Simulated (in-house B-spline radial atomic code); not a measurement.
# Run report: B⁺, many-body perturbation calculation

System: B⁺, core 1s2.
Method: configuration interaction of two valence electrons with many-body perturbation theory for the core (screened one- and two-electron correlation potentials), Breit and QED, no-pair Dirac, B-spline basis (in-house B-spline radial atomic code).

Input file:
```
basis_form = 3
Z = 5
core_configuration = 1s2
rms_radius = 2.406
mass_number = 11
speed_of_light = 137.035999084
box_radius = 30.0
lmax = 6
intervals = 68
virtual_cutoff = 300.0
```

The run was one of a batch that the task file lists, launched with:
```bash
python <driver script> task.json out
```

The program writes its results to a structured record and prints no log; tables and figures of this report are taken from that record.

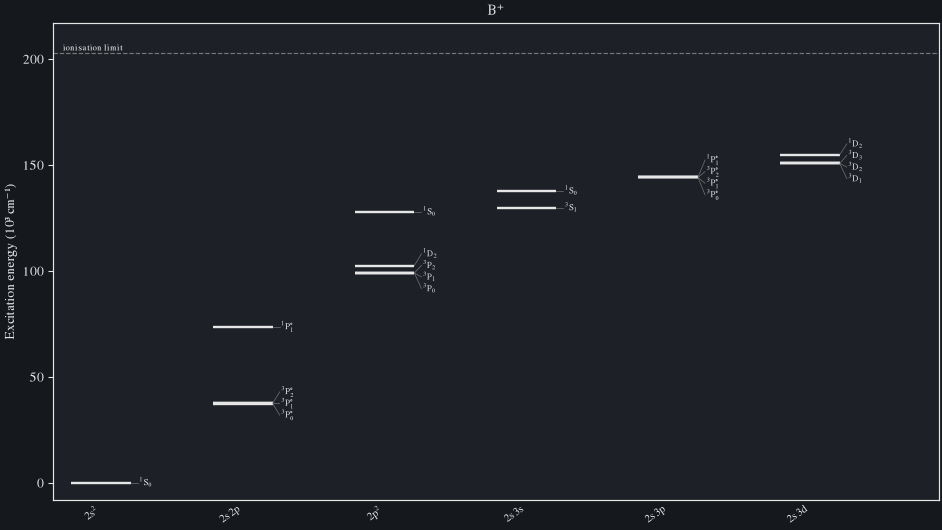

Figure 1. Levels of B⁺, two electrons outside the core 1s². CI+MBPT: configuration interaction in the frozen-core Dirac–Hartree–Fock potential with screened core-valence correlation, Breit and QED terms; computed with a B-spline radial code. The lowest level is 2s² ¹S₀. The first excited level, 2s 2p ³P°₀, lies at 37,300 cm⁻¹. It is also the lowest level of opposite parity. The ionisation energy is 25.15 eV, against 25.12 eV from CI without core-valence correlation and a measured value of 25.15 eV.

| Level | E (cm⁻¹) | measured |
| --- | --- | --- |
| 2s² ¹S₀ | 0 | 0 |
| 2s 2p ³P°₀ | 37,310 | 37,340 |
| 2s 2p ³P°₁ | 37,310 | 37,340 |
| 2s 2p ³P°₂ | 37,330 | 37,360 |
| 2s 2p ¹P°₁ | 73,460 | 73,400 |
| 2p² ³P₀ | 98,900 | 98,910 |
| 2p² ³P₁ | 98,910 | 98,920 |
| 2p² ³P₂ | 98,920 | 98,930 |
| 2p² ¹D₂ | 102,400 | 102,400 |
| 2p² ¹S₀ | 127,800 | 127,700 |
| 2s 3s ³S₁ | 129,700 | 129,800 |
| 2s 3s ¹S₀ | 137,700 | – |
| 2s 3p ³P°₀ | 144,000 | 144,000 |
| 2s 3p ³P°₁ | 144,000 | 144,000 |
| 2s 3p ³P°₂ | 144,000 | 144,000 |
| 2s 3p ¹P°₁ | 144,100 | 144,100 |

Key numbers:

- outcome: converged
- hardware: 1 CPU thread, shared host
- wall time: 2 min

Remarks:

To bear in mind: the outer n is counted by energy, so a perturber such as np2 can shift it by one.
